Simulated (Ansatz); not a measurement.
**C2H8OSi: density, localisation and related maps**

```xyz
12

Si    0.0769   -0.3405   -0.3378
H     0.8224   -0.5466   -1.5630
O    -0.6122   -1.8676   -0.3518
H    -0.1870   -2.1675   -1.1696
C     1.1891   -0.0626    1.1399
C    -1.1888    1.0288   -0.4955
H     1.7611    0.8681    1.0339
H     0.6009    0.0149    2.0623
H     1.9006   -0.8859    1.2644
H    -1.9357    0.7895   -1.2615
H    -1.7182    1.1915    0.4527
H    -0.7092    1.9778   -0.7738
```

Not at a stationary point (largest force 1.4 eV/Å).

Level of theory: Ansatz, RKS PBE0/6-31G*.

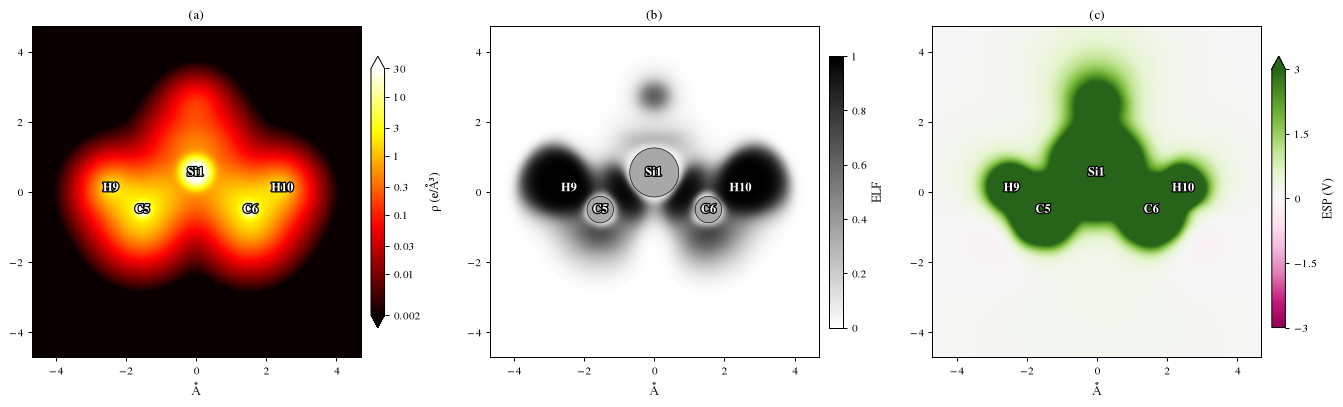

Figure 1. (a) electron density; (b) electron localisation function; (c) electrostatic potential on the plane of atoms C5, Si1 and C6. Grey discs cover the atomic cores in the ELF map.

Q: Read the bonding off the picture.

A:
- The section cuts through Si, C and H sites.
- C–Si (1.87 Å): ρ is about 0.98 e/Å³ halfway; the ELF peaks at about 0.95 between the atoms; a shared electron pair.
- C–H (1.10 Å): the density is about 1.9 e/Å³ at the midpoint; the ELF climbs to about 1 towards the hydrogen, as it does in any bond to H (an ordinary covalent bond to hydrogen).
- The potential has no marked negative region in this plane.

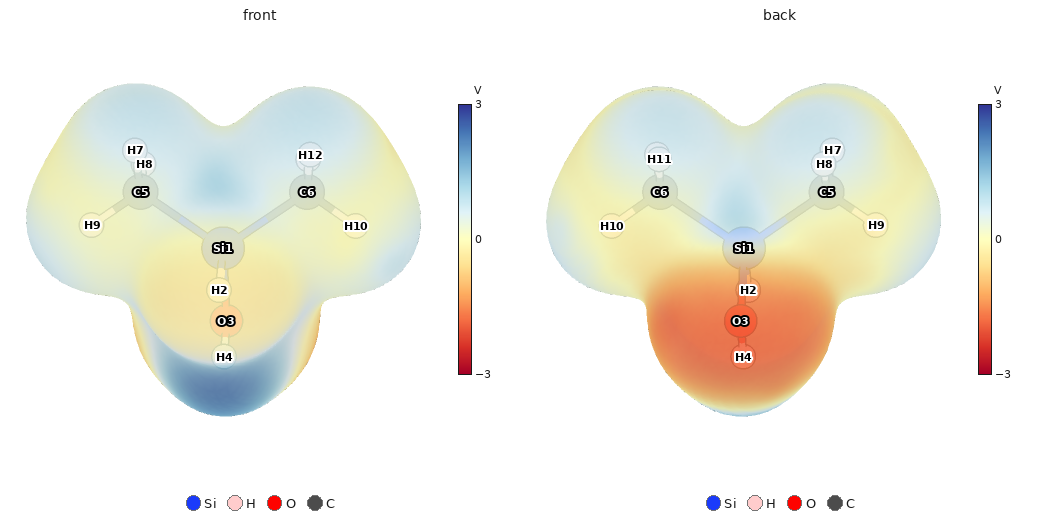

Figure 2. The electrostatic potential painted on the density surface at 0.002 e/bohr³, seen from the front and from behind; red is negative and blue positive.

Q: Where is the surface potential most negative and most positive?

A: The most negative region (about −1.8 V) lies over O3, the most positive (about +2.2 V) over H4. O3 is the likeliest acceptor of a hydrogen bond.

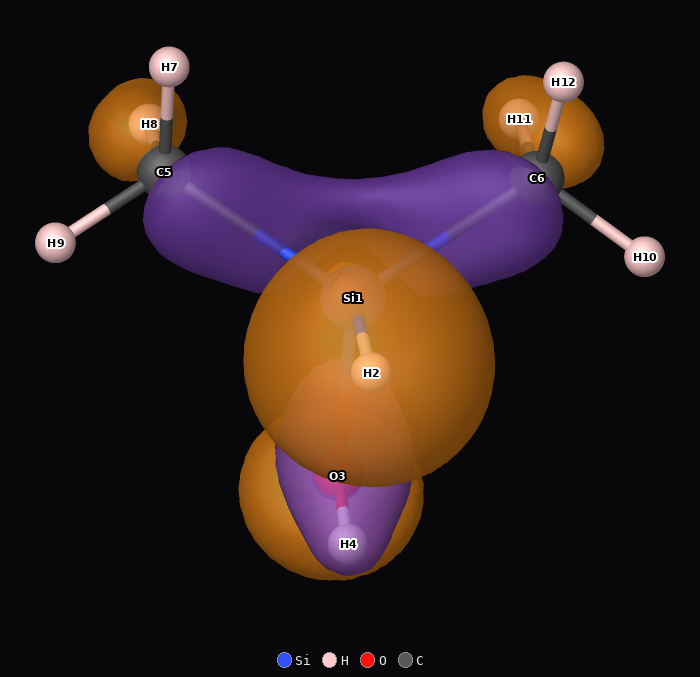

Figure 3. The HOMO−1 at ±0.15 Å⁻³ᐟ² (orange and purple are the two phases), seen across its widest extent.

Q: Where does this orbital lie, and at what energy?

A: Its weight (Hirshfeld) is mainly on H2 (about 30 %), Si1 (about 25 %), O3 (about 25 %), C6 (about 5 %) and C5 (about 5 %). Its energy is −8.61 eV.

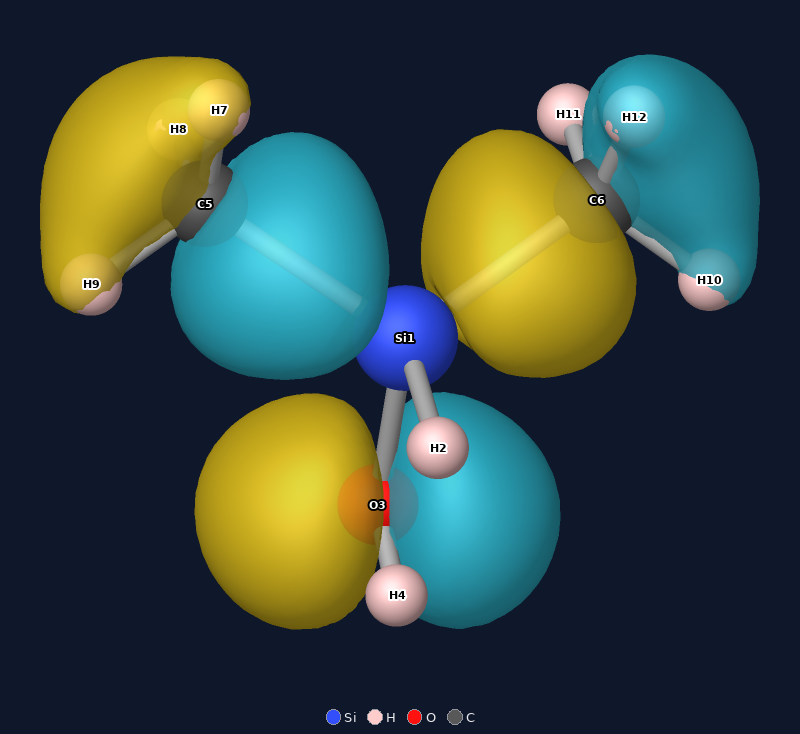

Figure 4. The HOMO at ±0.1 Å⁻³ᐟ² (yellow and cyan are the two phases), seen at a tilt.

Q: What is the character of this orbital?

A: By Hirshfeld shares it lies mainly on O3 (about 40 %), C5 (about 15 %), C6 (about 15 %) and Si1 (about 15 %). Its energy is −7.93 eV.
